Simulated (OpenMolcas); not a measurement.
**How methods differ on SiH (SMILES [SiH])**

The species is SiH (2 atoms), meant as a doublet with charge 0. As SMILES, `[SiH]`. The shape is that of a PBE0-D4/def2-TZVP optimisation.

```xyz
2

Si    0.0000    0.0000   -0.0076
H     0.0000    0.0000    1.5241
```

Each level gives the energy change with the Si1–H2 bond stretched from 1.532 to 2.681 Å (eV). The values are calculated.

```
                     level                kind     program  value (eV)  less FCI/cc-pVDZ  CPU time (all runs)
       CASPT2(5,5)/cc-pVDZ      multireference  OpenMolcas        2.23              0.00                7.1 s
MC-PDFT[tPBE](5,5)/cc-pVDZ      multireference  OpenMolcas        2.23              0.00                7.7 s
    SC-NEVPT2(3,3)/cc-pVDZ      multireference  OpenMolcas        2.19             -0.04                5.9 s
               FCI/cc-pVDZ  exact in the basis  OpenMolcas        2.23              0.00                 10 s
```

FCI/cc-pVDZ is exact within its basis and frozen core, so for wave-function methods in that basis the difference is their error. The first shape isn't each level's own minimum. The values span 2.19 to 2.23 eV. Times are those of the runs behind each value, whatever else they computed, on shared processors of several kinds: orders of magnitude only.

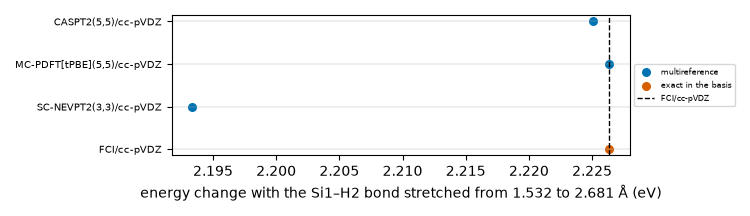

The values of the table, level by level.
